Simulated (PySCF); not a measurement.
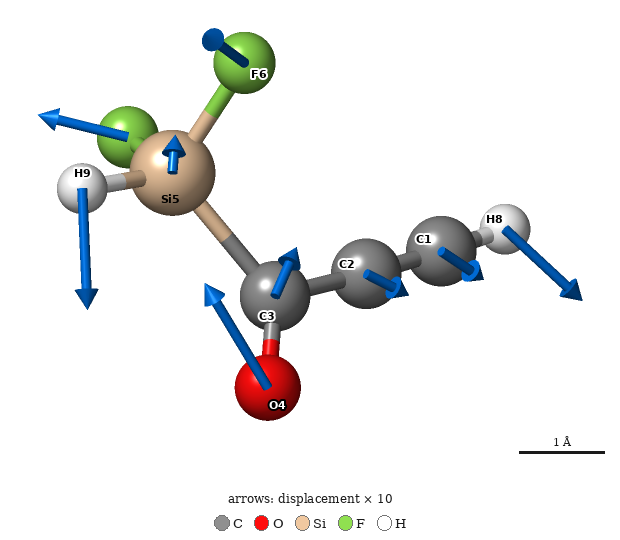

This is a relaxation of C3H2F2OSi. The starting structure is drawn; blue arrows show the displacements, 10 times their true length. The two geometries are superimposed by the best rigid fit.

Style: ball-and-stick. Shown at a tilt.

The start comes from GFN2-xTB. Its atoms were then displaced at random by about 0.01 Å.

Method: PySCF, PBE0-D3(BJ)/def2-SVP geometry optimisation, gas phase. 

**Describe the change and its energy.**

The atom that moves furthest after the best rigid fit is the O atom (0.15 Å). By element the largest moves are O 0.15 Å, H 0.14 Å, F 0.12 Å, C 0.08 Å, Si 0.05 Å. Near-neighbour distances that change, for instance: H–Si 1.419 → 1.475 Å, F–Si 1.596 → 1.612 Å, C–H 1.067 → 1.076 Å, C–O 1.222 → 1.214 Å. Bond angles that change, for instance: O–C–Si 125.3° → 117.8°, C–Si–H 116.9° → 110.7°, F–Si–F 101.2° → 107.1°. Over 7 geometry steps the energy falls by 2.98 kcal/mol.
